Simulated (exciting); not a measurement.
Consider CsMgF3, space group Pm-3m.

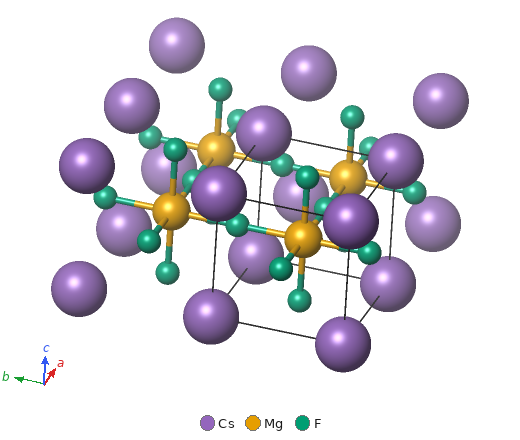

The structure (caesium purple, magnesium orange, fluorine teal). 2×2×1 cells are drawn. Some periodic images of atoms are drawn too.

```xyz
5
Lattice="4.2523 0.0000 0.0000 0.0000 4.2523 0.0000 0.0000 0.0000 4.2523" Properties=species:S:1:pos:R:3 pbc="T T T"
Cs    0.0000    0.0000    0.0000
Mg    2.1262    2.1262    2.1262
F     2.1262    2.1262    0.0000
F     2.1262    0.0000    2.1262
F     0.0000    2.1262    2.1262
```

Absorber: atom 3, with 2 Mg at 2.13 Å (linear, site symmetry 4/mmm). Method: exciting, all-electron LAPW+lo, LDA, exchange and screened direct term (singlet BSE), 4×4×4 shifted k points, 40 conduction bands, |G+q| up to 3 bohr⁻¹, full RPA screening with nempty = 66, Lorentzian half width 0.45 eV.

Predict the F K near-edge structure at this level.

Bound core exciton? Yes on this mesh: the first bright state (over 5 % of the brightest) lies at -0.68 eV from the Kohn–Sham onset and at -1.05 eV from the lowest bare transition of its own mesh; weaker or dark states reach down to -1.55 eV. Maxima (height): -0.6 eV (0.75), 0.9 eV (1.00), 2.9 eV (0.50), 6.4 eV (0.21), 9.4 eV (0.21), 16.6 eV (0.21) and 21.6 eV (0.20).

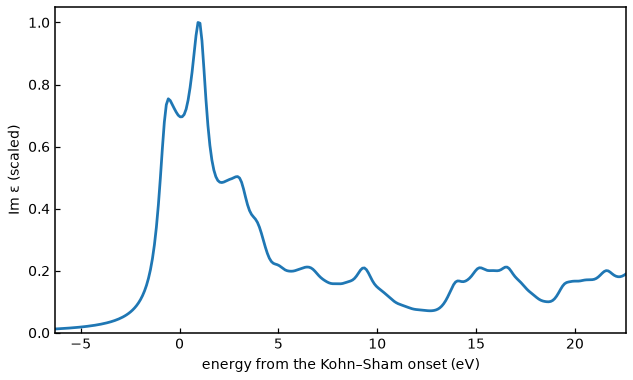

Energy from the Kohn–Sham onset, core level to the lowest empty state found on the meshes used; Im ε in relative units.

Binding energies aren't converged on 64 k points, and fine structure above the first lines is partly noise of the mesh. The kernel cutoff is low for a compact core orbital, so the effect of exchange is a lower bound. The zero comes from the unshifted 4×4×4 ground-state mesh; it is exact only where the band minimum lies on that mesh. The structure is a Materials Project entry, computed there, and may be a hypothetical form.

[Banner, clock and machine lines of the logs are left out without a mark of their own.]

[Logs are printed without paths, hosts, clocks, repeated set-up lines and the standing remarks that a program may print on its own settings, such as how far it seeks lower states.]

[Hosts, paths, dates, database ids (printed as entryN), source tags and the programs' standing remarks are cut or masked in the printed files.]
